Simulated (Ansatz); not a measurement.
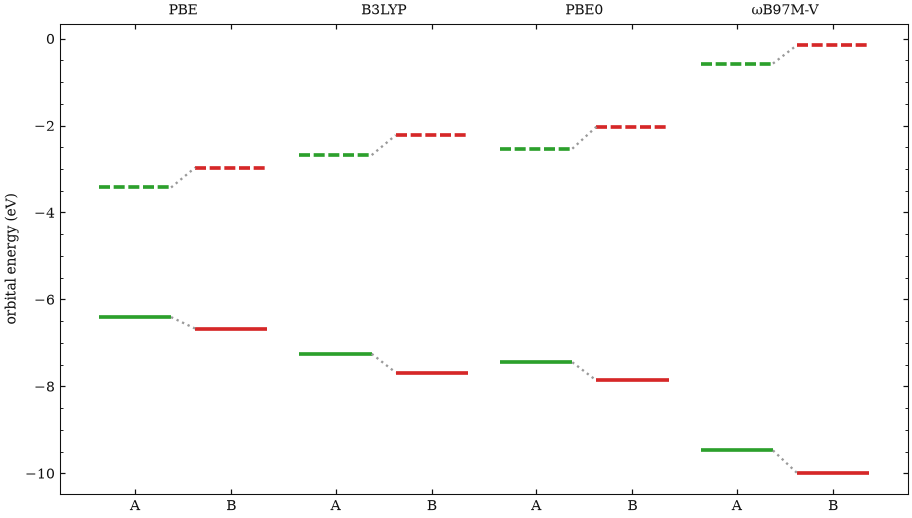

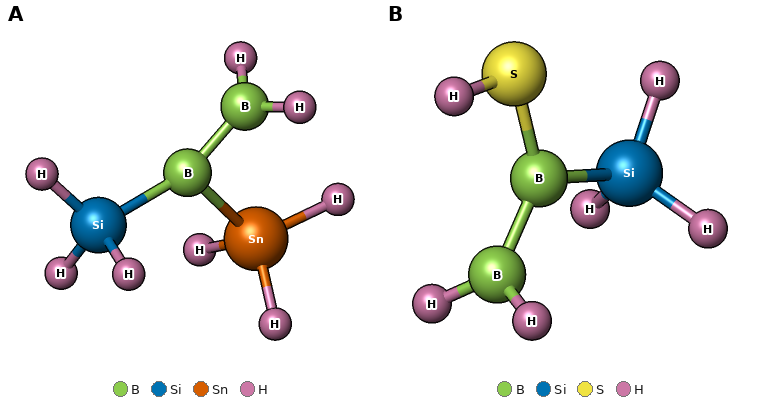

One change: A, B₂SnSiH₈ (SMILES B[B]([SiH3])[SnH3]), becomes B, B₂SiH₆S (SMILES BB([SiH3])S). SnH₃ on B is replaced by SH. HOMO (solid) and LUMO (dashed) computed in def2-TZVPP at PBE0-D4/def2-TZVP geometries, both minima by their frequencies, gas phase, the Ansatz code.

Q: What does the change do to HOMO and LUMO?

A: PBE: the HOMO falls by 0.26 eV, the LUMO rises by 0.46 eV, and the separation goes from 2.98 to 3.70 eV. B3LYP: the HOMO falls by 0.43 eV, the LUMO rises by 0.46 eV, and the separation goes from 4.57 to 5.46 eV. PBE0: the HOMO falls by 0.42 eV, the LUMO rises by 0.51 eV, and the separation goes from 4.91 to 5.84 eV. ωB97M-V: the HOMO falls by 0.52 eV, the LUMO rises by 0.42 eV, and the separation goes from 8.90 to 9.84 eV.

Q: Do the functionals agree on the effect?

A: They agree on the direction for both levels; the HOMO shift lies between −0.52 and −0.26 eV and the LUMO shift between 0.42 and 0.51 eV, while the separations themselves differ by up to 6.1 eV between functionals.

Caveats: core potentials past krypton; spin-orbit coupling is left out, and with Sn it can shift these values.
